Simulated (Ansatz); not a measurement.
A ladder of methods for [B2H4]− (SMILES B[BH2-])

[B2H4]−: 6 atoms, total charge -1, spin state doublet. SMILES: `B[BH2-]`. The coordinates come from a GFN2-xTB relaxation.

```
atom    x (Å)    y (Å)    z (Å)
   B  -0.1716  -0.7714  -0.0253
   B   0.1693   0.7737   0.0273
   H  -0.5804  -1.4388   0.9210
   H  -0.0699  -1.4854  -1.0207
   H   0.5757   1.4355  -0.9254
   H   0.0769   1.4865   1.0230
```

Quantity: the energy change with the B1–H3 bond stretched from 1.228 to 1.535 Å, in eV. The values are calculated.

| level | kind | program | value (eV) | less FCI/STO-3G | CPU time (all runs) |
| --- | --- | --- | --- | --- | --- |
| USVWN5/STO-3G | LDA | Ansatz | 0.99 | +0.03 | 1.3 s |
| U-revPBE/STO-3G | GGA | Ansatz | 0.91 | -0.05 | 2.2 s |
| U-r2SCAN0/STO-3G | hybrid meta-GGA | Ansatz | 1.10 | +0.14 | 5 s |
| UBHLYP/STO-3G | global hybrid | Ansatz | 1.14 | +0.18 | 2 s |
| U-wB97M-V/STO-3G | range-separated hybrid | Ansatz | 1.06 | +0.10 | 26 s |
| UB2PLYP/STO-3G | double hybrid | Ansatz | 1.05 | +0.09 | 2.4 s |
| UMP2/STO-3G | perturbation theory | Ansatz | 1.08 | +0.12 | 0.12 s |
| UCCSD(T)/STO-3G | coupled cluster or CI | Ansatz | 0.96 | 0.00 | 0.25 s |
| UCCSDT/STO-3G | coupled cluster or CI | Ansatz | 0.96 | 0.00 | 0.83 s |
| FCI/STO-3G | exact in the basis | Ansatz | 0.96 | 0.00 | 8.7 s |

FCI/STO-3G is exact within its basis and frozen core, so for wave-function methods in that basis the difference is their error; functionals converge differently with the basis, so for them it is only a difference. Sets without diffuse functions describe the anion poorly. The first shape isn't each level's own minimum. The values span 0.91 to 1.14 eV. All rows use very small basis sets, so even the best lies far from the true value. CPU times are rough (shared hosts, several kinds of processor): they show what a rung costs within a factor of a few.

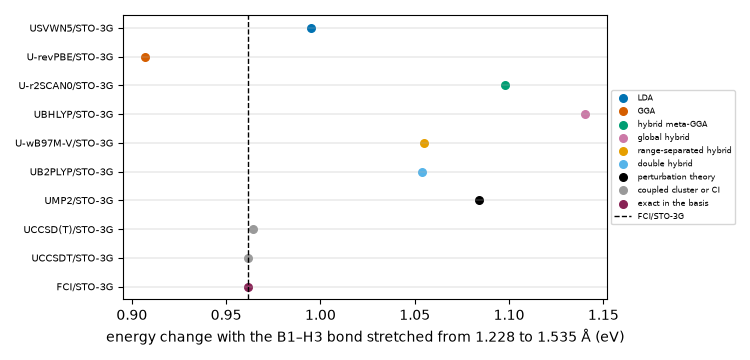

The values of the table, level by level.
